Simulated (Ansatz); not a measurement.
# Alloy of ZnGa2O4 and ZnAl2O4 (13 of 16 Ga sites exchanged), 56 atoms

Aim: relax the alloy cell and compare the gap by PBEsol and HSE06.

Method: density functional theory in Ansatz 0.2.0, PAW datasets, plane waves.

## (1) The starting cell

56 atoms (8 Zn, 13 Al, 32 O, 3 Ga); a = 8.138 Å, b = 8.138 Å, c = 8.138 Å, α = 90.00°, β = 90.00°, γ = 90.00°. All atoms were shaken off their sites by about 0.02 Å along each axis.

The runs, in order: (2) PBEsol cell relaxation at the single k point (¼, ¼, ¼), on 1 × NVIDIA H100 80GB HBM3 with 2 threads of AMD EPYC 7R13; (3) HSE06 single point at the Γ point alone, on 1 × NVIDIA H100 80GB HBM3 with 2 threads of AMD EPYC 7R13.

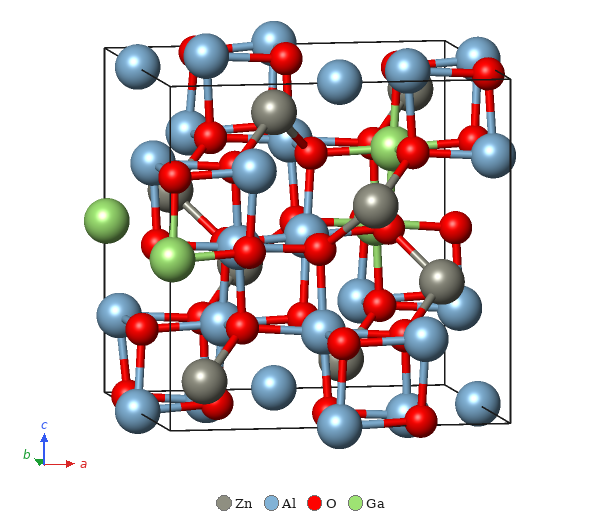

Start, viewed slightly off an axis; zinc grey, aluminium light blue, oxygen red, gallium green. Atoms on faces are repeated.

## (2) Relaxing cell and atoms with PBEsol

in.yaml

```yaml
crystal:
  lattice:
    - [8.138157, 0.000000, 0.000000]
    - [0.000000, 8.138157, 0.000000]
    - [0.000000, 0.000000, 8.138157]
  atoms:
    - { symbol: Zn, position: [0.870848, 0.374932, 0.371945] }
    - { symbol: Zn, position: [0.373087, 0.870967, 0.380705] }
    - { symbol: Zn, position: [0.377704, 0.376463, 0.874909] }
    - { symbol: Zn, position: [0.125335, 0.126703, 0.126572] }
    - { symbol: Zn, position: [0.875023, 0.875120, 0.876338] }
    - { symbol: Zn, position: [0.623415, 0.627073, 0.125579] }
    - { symbol: Zn, position: [0.627687, 0.123339, 0.626188] }
    - { symbol: Zn, position: [0.120715, 0.620828, 0.627514] }
    - { symbol: Al, position: [0.497332, 0.998489, 0.002302] }
    - { symbol: Al, position: [0.746508, 0.251561, 0.001036] }
    - { symbol: Al, position: [0.750953, 0.998587, 0.249934] }
    - { symbol: Al, position: [0.999903, 0.495165, 0.001551] }
    - { symbol: Al, position: [0.250027, 0.745945, 0.999449] }
    - { symbol: Al, position: [0.496506, 0.499671, 0.500115] }
    - { symbol: Al, position: [0.249350, 0.250325, 0.499819] }
    - { symbol: Al, position: [0.249332, 0.500080, 0.249888] }
    - { symbol: Al, position: [0.498644, 0.250863, 0.248349] }
    - { symbol: Al, position: [0.246228, 0.000718, 0.748483] }
    - { symbol: Al, position: [0.995348, 0.751876, 0.250884] }
    - { symbol: Al, position: [0.997974, 0.250465, 0.749694] }
    - { symbol: Al, position: [0.498221, 0.756488, 0.749524] }
    - { symbol: O, position: [0.511934, 0.008225, 0.240784] }
    - { symbol: O, position: [0.735832, 0.237568, 0.233935] }
    - { symbol: O, position: [0.511655, 0.236192, 0.014548] }
    - { symbol: O, position: [0.738764, 0.011677, 0.010879] }
    - { symbol: O, position: [0.016371, 0.513567, 0.236768] }
    - { symbol: O, position: [0.239069, 0.741015, 0.238781] }
    - { symbol: O, position: [0.017457, 0.735057, 0.018097] }
    - { symbol: O, position: [0.236048, 0.513732, 0.017137] }
    - { symbol: O, position: [0.016117, 0.012379, 0.734641] }
    - { symbol: O, position: [0.235929, 0.237817, 0.733504] }
    - { symbol: O, position: [0.009009, 0.240155, 0.512329] }
    - { symbol: O, position: [0.234223, 0.010359, 0.512666] }
    - { symbol: O, position: [0.262819, 0.262880, 0.264131] }
    - { symbol: O, position: [0.485161, 0.488118, 0.261919] }
    - { symbol: O, position: [0.490081, 0.260811, 0.487162] }
    - { symbol: O, position: [0.258898, 0.483361, 0.484426] }
    - { symbol: O, position: [0.513955, 0.517233, 0.737039] }
    - { symbol: O, position: [0.739393, 0.739896, 0.735898] }
    - { symbol: O, position: [0.512096, 0.735630, 0.513243] }
    - { symbol: O, position: [0.740108, 0.512146, 0.515594] }
    - { symbol: O, position: [0.763319, 0.763237, 0.262621] }
    - { symbol: O, position: [0.987338, 0.989523, 0.264388] }
    - { symbol: O, position: [0.984779, 0.757036, 0.483827] }
    - { symbol: O, position: [0.765650, 0.987962, 0.484033] }
    - { symbol: O, position: [0.764647, 0.263536, 0.762177] }
    - { symbol: O, position: [0.987746, 0.487108, 0.764384] }
    - { symbol: O, position: [0.985726, 0.266401, 0.985584] }
    - { symbol: O, position: [0.761646, 0.484962, 0.985269] }
    - { symbol: O, position: [0.265341, 0.760932, 0.760996] }
    - { symbol: O, position: [0.487244, 0.982118, 0.766367] }
    - { symbol: O, position: [0.486783, 0.760861, 0.985092] }
    - { symbol: O, position: [0.263624, 0.985380, 0.983696] }
    - { symbol: Ga, position: [0.006519, 0.999635, 0.497728] }
    - { symbol: Ga, position: [0.749953, 0.752641, 0.503277] }
    - { symbol: Ga, position: [0.750347, 0.495866, 0.748558] }
  symmetry: { detect: false }
kpoints:
  mp_grid: { grid: [1, 1, 1], shift: [0.25, 0.25, 0.25] }
hamiltonian:
  xc: pbesol
scf:
  occupations: { method: fermi_dirac, width: 0.01 }
relax:
  f_tol: 0.03
  max_steps: 80
  escape_saddle: false
  adjacent_minimum: "off"
  cell: { fix: [shape] }
output:
  forces: true
  eigenvalues: true
  populations: true
  write_density: true
  write_potential: true
  elf: true
  volumetric_format: npy
```

The run is started by

```bash
$ ansatz run in.yaml --threads 2 --pin off --max-ram 30400MiB --runs-dir r --events-out ev --progress --plain --backend cuda --devices 0, --max-vram 18GiB
```

The program printed:

```text
Pseudopotentials: kind: paw
Functional definition: PBEsol
  exchange = pbesol_x
  correlation = pbesol_c
Crystal: 56 atoms, lattice volume = 538.987 Å³
Basis set: ecut = 420 eV, 10443 PW (Γ), exchange–correlation on 120×120×120 points (8 copies of the dense FFT grid, shifted against one another)
Bands: 239, of which v1, the nominal top of the filled ones, is band 183 counted from 1 (182 counted from 0)
Symmetry: 1 space group operations
k-points: 1
Non-local potential: Zn, projectors of the file, l = 0: 2, l = 1: 2, l = 2: 3, l = 3: 1
Non-local potential: Al, projectors of the file, l = 0: 2, l = 1: 2, l = 2: 1
Non-local potential: O, projectors of the file, l = 0: 2, l = 1: 2, l = 2: 1
Non-local potential: Ga, projectors of the file, l = 0: 2, l = 1: 2, l = 2: 3, l = 3: 1
PAW form: soft (Blöchl's): semilocal exchange-correlation on the pseudo side does not see the compensation charge
PAW frozen core: Zn, regenerated for the run's functional, and the local potential with it (the file was generated under x = pbe(κ = 0.804, μ = 0.2195149727645171), c = pbe(β = 0.06672455060314922))
PAW frozen core: Al, regenerated for the run's functional, and the local potential with it (the file was generated under x = pbe(κ = 0.804, μ = 0.2195149727645171), c = pbe(β = 0.06672455060314922))
PAW frozen core: O, regenerated for the run's functional, and the local potential with it (the file was generated under x = pbe(κ = 0.804, μ = 0.2195149727645171), c = pbe(β = 0.06672455060314922))
PAW frozen core: Ga, regenerated for the run's functional, and the local potential with it (the file was generated under x = pbe(κ = 0.804, μ = 0.2195149727645171), c = pbe(β = 0.06672455060314922))
PAW one-centre angular grid: Zn, 590 points (default); XC on 64 Gauss nodes
PAW one-centre angular grid: Al, 110 points (default); XC on 64 Gauss nodes
PAW one-centre angular grid: O, 110 points (default); XC on 64 Gauss nodes
PAW one-centre angular grid: Ga, 590 points (default); XC on 64 Gauss nodes
Initial density: superposition of atomic densities (neutral atoms: chi_scale 0, normalization atom), corrected by the library's trained network
Initial wavefunctions: pseudopotential atomic-orbital guess
Functional: x = pbesol(κ = 0.804, μ = 0.12345679012345678), c = pbesol(β = 0.046)
SCF iter   1: F=—  HF=-62302.327697 eV  |F-HF|=—  |Δ(HF+E_count)|=         —  Δρ=1.61e-2  dr2=1.07e0  ethr=1.77e-3  ⟨swp⟩=6.0  Hψ=989  notcnv=0  defer=32
preconditioner: auto → Resta (q_TF=auto, 2.558 Å⁻¹)  ε∞=4.7  [insulator: Δε(μ)=4.645 eV  Ē_g=15.911 eV  σ=0.010 eV  W_gap=1.00  n_scr=146 (ndim 8)  ℏωp=30.6 eV  f_vac=0.000  D(μ)=0.00/eV (n_scr^D=0)  ε∞_Penn≈4.7]
SCF iter   2: F=—  HF=-62302.012568 eV  |F-HF|=—  |Δ(HF+E_count)|=   3.15e-1  Δρ=2.10e-3  dr2=1.52e-2  ethr=2.93e-4  ⟨swp⟩=2.0  Hψ=409  notcnv=0  defer=48
SCF iter   3: F=—  HF=-62302.012586 eV  |F-HF|=—  |Δ(HF+E_count)|=   1.82e-5  Δρ=1.21e-3  dr2=5.39e-3  ethr=4.16e-6  ⟨swp⟩=2.0  Hψ=350  notcnv=0  defer=48
SCF iter   4: F=—  HF=-62302.013493 eV  |F-HF|=—  |Δ(HF+E_count)|=   9.07e-4  Δρ=5.65e-4  dr2=1.03e-3  ethr=1.47e-6  ⟨swp⟩=2.0  Hψ=350  notcnv=0  defer=48
SCF iter   5: F=—  HF=-62302.011705 eV  |F-HF|=—  |Δ(HF+E_count)|=   1.79e-3  Δρ=1.17e-4  dr2=6.37e-5  ethr=2.82e-7  ⟨swp⟩=2.0  Hψ=342  notcnv=0  defer=48
SCF iter   6: F=—  HF=-62302.015068 eV  |F-HF|=—  |Δ(HF+E_count)|=   3.36e-3  Δρ=7.73e-5  dr2=2.00e-5  ethr=1.74e-8  ⟨swp⟩=2.0  Hψ=374  notcnv=0  defer=48
SCF iter   7: F=—  HF=-62302.015063 eV  |F-HF|=—  |Δ(HF+E_count)|=   4.10e-6  Δρ=1.52e-5  dr2=1.00e-6  ethr=5.46e-9  ⟨swp⟩=2.0  Hψ=342  notcnv=0  defer=48
SCF iter   8: F=—  HF=-62302.015064 eV  |F-HF|=—  |Δ(HF+E_count)|=   2.67e-7  Δρ=6.74e-6  dr2=2.09e-7  ethr=2.73e-11  ⟨swp⟩=19.0  Hψ=2583  notcnv=0
SCF iter   9: F=-62302.015064 eV  HF=-62302.015064 eV  |F-HF|=4.63e-8  |Δ(HF+E_count)|=   5.06e-8  Δρ=4.04e-6  dr2=6.15e-8  ethr=2.73e-11  ⟨swp⟩=11.0  Hψ=2197  notcnv=0
SCF 1 converged in 9 iterations: F = -62302.015064 eV  dr2 = 6.15e-8
relax step   1: F+E_penalty+E_count = -62302.01506370 eV  Δ(F+E_penalty+E_count) = +0.000e0 eV  max|allowed force component| = 1.570e0 eV/Å  Δτ_max = 0.0000 Å  P = +0.729 GPa  Ω = 538.987 Å³  fix = [alpha, beta, gamma, b/a, c/a]  reactions: b/a -0.542, c/a +0.507 GPa; alpha +0.437, beta -0.008, gamma +0.002 GPa/rad  (9 SCF iters, dr2 threshold 1.00e-7 eV, accepted)
[... 13 lines left out ...]
relax step   2: F+E_penalty+E_count = -62302.67288917 eV  Δ(F+E_penalty+E_count) = -6.578e-1 eV  max|allowed force component| = 8.387e-1 eV/Å  Δτ_max = 0.0447 Å  P = +0.029 GPa  Ω = 539.666 Å³  energy of the carried Pulay correction = -3.620e-3 eV  fix = [alpha, beta, gamma, b/a, c/a]  reactions: b/a -0.356, c/a +0.374 GPa; alpha +0.404, beta -0.028, gamma +0.003 GPa/rad  (6 SCF iters, dr2 thresho [...]
[... 3 lines left out ...]
relax step   3: F+E_penalty+E_count = -62303.00263593 eV  Δ(F+E_penalty+E_count) = -3.297e-1 eV  max|allowed force component| = 6.703e-2 eV/Å  Δτ_max = 0.0640 Å  P = -0.195 GPa  Ω = 539.525 Å³  energy of the carried Pulay correction = -2.871e-3 eV  fix = [alpha, beta, gamma, b/a, c/a]  reactions: b/a -0.064, c/a +0.039 GPa; alpha +0.461, beta -0.045, gamma +0.001 GPa/rad  (7 SCF iters, dr2 thresho [...]
[... 11 lines left out ...]
relax step   4: F+E_penalty+E_count = -62303.00661810 eV  Δ(F+E_penalty+E_count) = -3.982e-3 eV  max|allowed force component| = 2.903e-2 eV/Å  Δτ_max = 0.0110 Å  P = -0.023 GPa  Ω = 539.048 Å³  energy of the carried Pulay correction = -3.265e-4 eV  fix = [alpha, beta, gamma, b/a, c/a]  reactions: b/a -0.038, c/a +0.018 GPa; alpha +0.324, beta -0.046, gamma -0.007 GPa/rad  (7 SCF iters, dr2 thresho [...]
[... 10 lines left out ...]
relax step   5: F+E_penalty+E_count = -62303.00661816 eV  Δ(F+E_penalty+E_count) = -6.205e-8 eV  max|allowed force component| = 2.903e-2 eV/Å  Δτ_max = 0.0000 Å  P = -0.016 GPa  Ω = 539.048 Å³  fix = [alpha, beta, gamma, b/a, c/a]  reactions: b/a -0.038, c/a +0.018 GPa; alpha +0.316, beta -0.055, gamma -0.015 GPa/rad  stress off target by 1.56e-2 GPa on what of the cell is left free  SCF on the ba [...]
SCF converged after 6 iterations
Free energy (F): -62303.006618 eV
Harris-Foulkes:  -62303.006618 eV  (|F-HF|=1.60e-10)
Internal energy: -62303.006618 eV  (E = F + TS)
E sigma→0 (E₀):  -62303.006618 eV
Fermi energy:    9.798245 eV
--- Per-component energies (eV) ---
  E_band       = 441.752716
  E_kinetic    = 7413.636685
  E_local      = -30909.492578  (includes V_loc(G=0)·N_el)
  E_nonlocal   = 7937.377825
  E_hartree    = 12858.558776
  E_xc         = -4159.618209
  E_vxc        = -4002.086360  (∫ρ·V_xc dr)
  E_paw        = -31039.444119  (= ΣΔE_a)
  E_vpaw       = -5714.878690  (= ΣTr[D̂ρ^β])
  E_aug_tail   = 0.077270  (compensation charges beyond the density's cutoff)
  E_ewald      = -24414.448061
  E_core_change = 10.345793  (= ΣΔE_core)
  E_smearing   = -0.000000  (= −TS)
  E_closure    = -0.000000  (closes the sum)
  Σ components = -62303.006618   (vs F -62303.006618, Δ=0.00e0)
--- Forces (eV/Å), atoms counted from 1 ---
  atom   1  Zn     0.02737029     0.00344426     0.00044145
  atom   2  Zn     0.02066042    -0.00106657     0.00127541
  atom   3  Zn     0.01980793     0.00313298     0.00354285
  atom   4  Zn    -0.02659980    -0.00327039    -0.01195606
  atom   5  Zn     0.02903510    -0.00641108    -0.00120329
  atom   6  Zn    -0.02564529     0.00248387    -0.01125754
  atom   7  Zn    -0.02506888    -0.00236650     0.00506483
  atom   8  Zn    -0.02676662     0.00266568     0.00742741
[... 48 atoms left out ...]
  max |Σ_I F_I| component: 4.54e-5 eV/Å
--- Stress (GPa, compression-positive) ---
        0.004419       0.015477       0.055054
        0.015477      -0.053911      -0.315730
        0.055054      -0.315730       0.002652
  P = ⅓ Tr σ = -0.0156 GPa (-0.156 kbar)
--- Band table (eV) ---
  k-point 0: bands = [... 171 lower levels ..., "6.9737", "6.9966", "7.0088", "7.0297", "7.0487", "7.1340", "7.1667", "7.2507", "7.2998", "7.3268", "7.4342", "7.4545", "12.1407", "13.5372", "13.6406", "13.7756", "14.2766", "14.4054", "14.4567", "14.4862", "14.7239", "14.7316", "15.1534", "15.5957", ... 44 higher levels ...]
--- Relaxed structure (4 steps of the walk, 4 accepted, 1 SCFs on fresh bases) ---
  F+E_penalty+E_count = -62303.00661816 eV   max|allowed force component| = 2.903e-2 eV/Å   (the final SCF, on the basis selected at the relaxed cell)
  cell:  # Å, volume = 539.0481 Å³
    - [8.138464921505571, 5.967319943777122e-114, 6.589795309850783e-143]
    - [5.967319943777122e-114, 8.138464921505571, 1.5132844958485287e-143]
    - [6.589795309850783e-143, 1.5132844958485287e-143, 8.138464921505571]
  atoms:
    - { symbol: Zn, position: [0.8752233703597564, 0.37330261182493424, 0.3721901723747064] }
    - { symbol: Zn, position: [0.3730699214211088, 0.8755146443631716, 0.3721230524306129] }
[... 54 atoms left out; the next input holds them all, rounded ...]
--- Löwdin populations: 56 sites ---
  site symbol       q [e]
     0     Zn     10.4917
     1     Zn     10.4923
[... 54 atoms left out ...]
  spilling = 0.007368 (of n_electrons = 366.000000)
```

Run time: 18 s. Hardware: 1 × NVIDIA H100 80GB HBM3 with 2 threads of AMD EPYC 7R13, shared host; peak host memory 1.3 GiB.

Recorded steps of the relaxation (solves on a freshly chosen basis count as rows, and their energies jump a little):

| accepted step | energy change (eV) | largest force component (eV/Å) | SCF cycles | pressure (GPa) |
| --- | --- | --- | --- | --- |
| 1 | 0.000 | 1.570 | 9 | 0.73 |
| 2 | -0.658 | 0.839 | 6 | 0.03 |
| 3 | -0.988 | 0.067 | 7 | -0.20 |
| 4 | -0.992 | 0.029 | 7 | -0.02 |
| 5 | -0.992 | 0.029 | 6 | -0.02 |

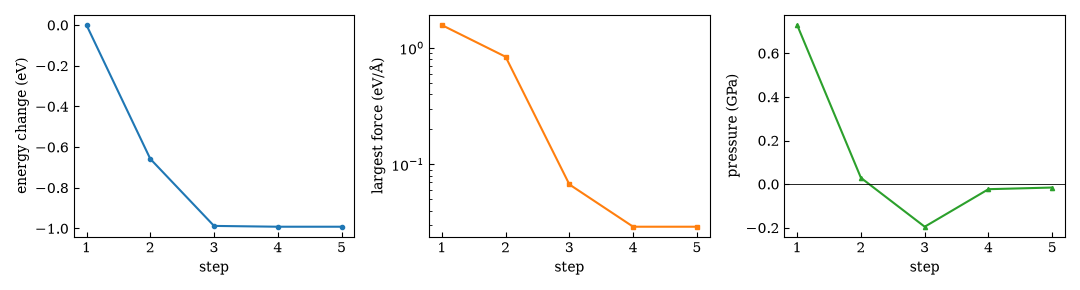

Energy, largest force component and pressure along the relaxation.

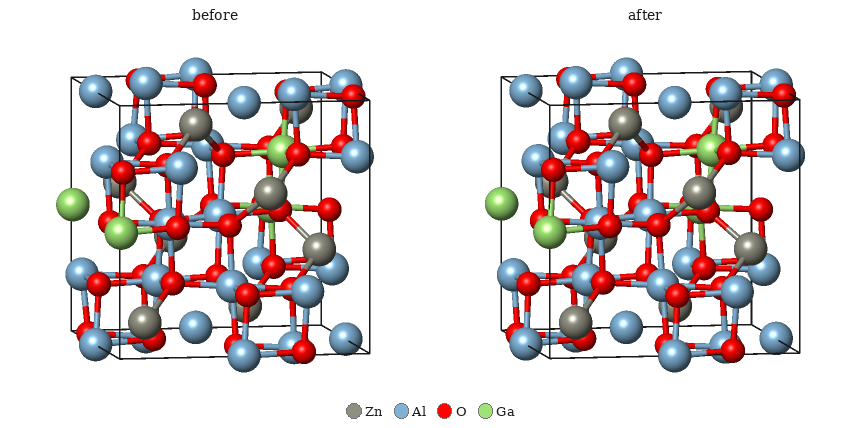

Before and after, at one scale.

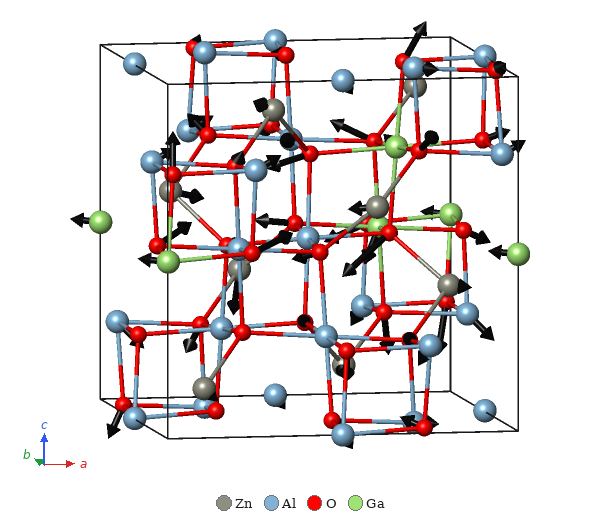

The relaxed cell; black arrows show the larger shifts of the atoms, drawn 15 times longer.

|  | before | after | change |
| --- | --- | --- | --- |
| a (Å) | 8.138 | 8.138 | +0.00 % |
| b (Å) | 8.138 | 8.138 | +0.00 % |
| c (Å) | 8.138 | 8.138 | +0.00 % |
| volume (Å³/atom) | 9.625 | 9.626 | +0.01 % |

Bonds in the relaxed cell, counted within a distance cut:

| pair | count | mean (Å) | spread (Å) | least | most |
| --- | --- | --- | --- | --- | --- |
| Al–O | 78 | 1.920 | 0.006 | 1.904 | 1.931 |
| Ga–O | 18 | 1.985 | 0.005 | 1.976 | 1.995 |
| O–Zn | 32 | 1.952 | 0.002 | 1.948 | 1.956 |

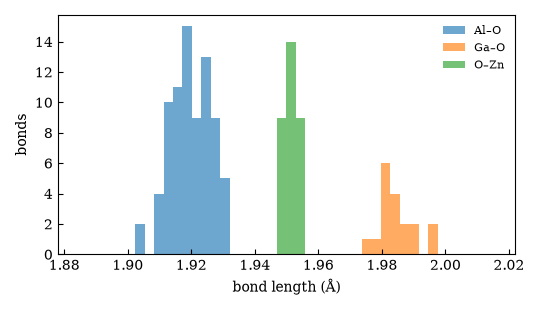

Spread of the bond lengths.

At the single k point (¼, ¼, ¼) the filled levels end at 7.455 eV and the empty ones begin at 12.141 eV, a spacing of 4.69 eV.

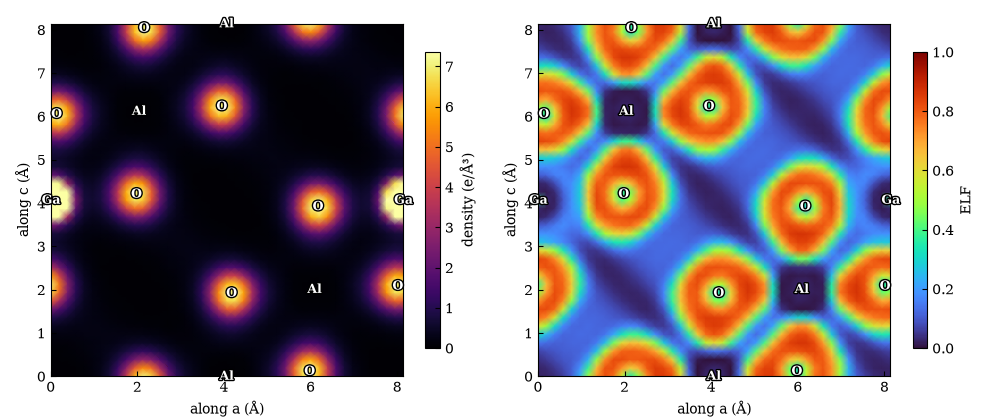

Density (left) and ELF (right) in a lattice plane of the grid's cell (edges 8.14 and 8.14 Å, at 0.000 of the third edge), which holds Al and O and Ga. Only atoms in the plane are labelled; the density scale stops at 7.36 e/Å³. Both are smooth fields of the valence electrons: close to the nuclei they are not physical.

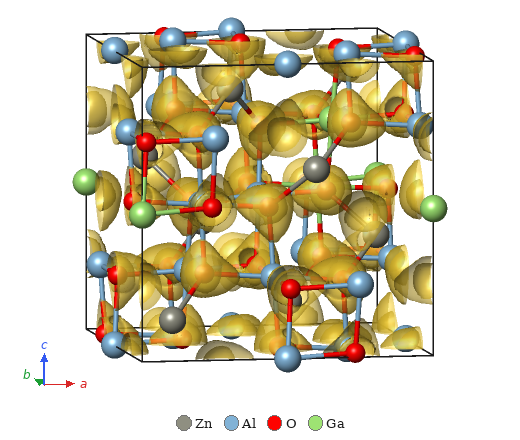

Surface of ELF = 0.80, drawn in one cell.

The highest ELF values outside the cores: 0.87 on the O–Al line, 0.7 Å from O; 0.86 in the shell around O, 0.6 Å from O.

[end of part 1 of 2]
